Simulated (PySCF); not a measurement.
Consider C3H15NSSi3 (SMILES CC(C)([SiH2]N)[SiH2]S[SiH3]).

The calculation's input:

```
{"job": {"kind": "nmr", "xc": "PBE0", "basis": "pcSseg-1"}, "charge": 0, "multiplicity": 1}
C     -1.188479     1.839115    -0.029393
C     -0.533128     0.462641     0.101659
C      0.202472     0.402685     1.443089
Si    -1.863978    -0.916321     0.083425
N     -2.716994    -0.778606    -1.405958
Si     0.703194     0.260817    -1.331705
S      1.797848    -1.593186    -1.232782
Si     3.520382    -1.187482    -0.031687
H     -1.684794     1.947763    -0.991156
H     -1.926952     1.993250     0.757262
H     -0.444424     2.632012     0.051087
H      0.985732     1.160668     1.500734
H     -0.488966     0.575733     2.267786
H      0.659949    -0.573659     1.591848
H     -2.684291    -0.730409     1.297986
H     -1.280024    -2.252916     0.085042
H     -3.359178    -1.513968    -1.649929
H     -3.108638     0.111212    -1.668774
H      0.068120     0.200345    -2.640685
H      1.696256     1.340758    -1.291659
H      4.038765     0.129330    -0.384635
H      4.439513    -2.256179    -0.383174
H      3.162864    -1.226620     1.382515
```

Command:

```sh
OMP_NUM_THREADS=1 python probes_run.py task.json out
```

Geometry: GFN2-xTB.

These are results of PBE0/pcSseg-1, SCF density, gas phase, non-relativistic (PySCF 2.14.0), not measurements.

### Predict the electron density and electron localisation function between the atoms.

C–C (1.53 Å): ρ is about 1.6 e/Å³ halfway; the ELF peaks at about 0.95 between the atoms, as expected for a shared electron pair.
C–Si (1.92 Å): the density is about 0.9 e/Å³ at the midpoint; the ELF peaks at about 0.95 between the atoms (localised, covalent bonding).
C–H (1.09 Å): the density is about 2 e/Å³ at the midpoint; the ELF climbs to about 1 towards the hydrogen, as it does in any bond to H (an ordinary covalent bond to hydrogen).

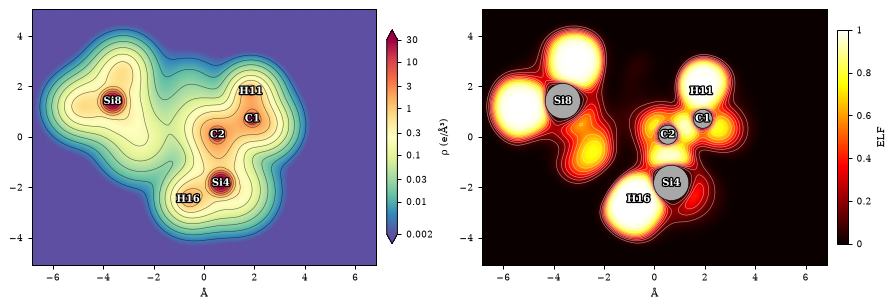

Computed electron density and electron localisation function on the plane of atoms C2, Si4 and H16, in this order. Grey discs cover the atomic cores in the ELF map. 
